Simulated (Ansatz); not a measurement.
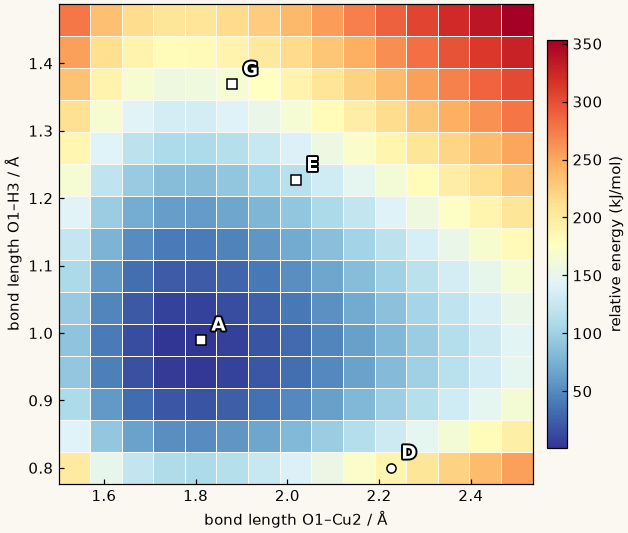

CuHO, SMILES [OH][Cu]. First axis: bond length O1–Cu2. Second axis: bond length O1–H3. Nothing is relaxed (all other coordinates rigid). The scan uses a 15 × 15 grid. Energies: kJ/mol, counted from the relaxed molecule at the same level. The reference is spin-restricted, which grows unreliable where a bond is stretched far. These are results of RKS PBE-D4/def2-TZVP in Ansatz 0.2.0, not measurements.

The picture shows one coloured cell a grid point, lettered points.

### Is A the lowest point of the computed grid?

Yes. A, at bond length O1–Cu2 = 1.811 Å, bond length O1–H3 = 0.990 Å, has the lowest energy of the grid.

### Rank the lettered points by energy, lowest first.

A (1.0 kJ/mol), E (115 kJ/mol), G (165 kJ/mol), D (188 kJ/mol).

### What kind of point is each of A, E, G: minimum, saddle, maximum or slope?

A: minimum; E: on a slope; G: on a slope. (In these two coordinates alone; a stationary point may lie a little off the grid point.)
